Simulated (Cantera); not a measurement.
Input: 1 mol K2CO3, 0.16 mol C, 0.19 mol H2, held at 0.760 bar.

Cantera equilibrium calculation (NASA polynomials, part measured and part estimated; ideal gas, pure solids and liquids). Candidate condensed phases: C, C6H6, C7H8, C8H18, H2O, K, KOH, KO2, K2CO3, K2O, K2O2; 116 gas species. Rates play no part.

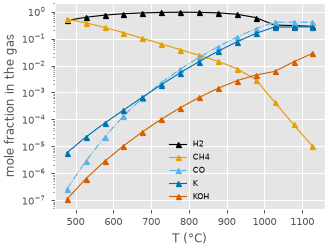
Fig. 1. Equilibrium gas composition (values under 1e-9 drawn at 1e-9)

From 477 °C to 877 °C the condensed part is C(graphite) + K2CO3(s). From 927 °C to 977 °C the condensed part is C(graphite) + K2CO3(l). From 1027 °C to 1127 °C the condensed part is K2CO3(l). The main K-bearing gas is K throughout.
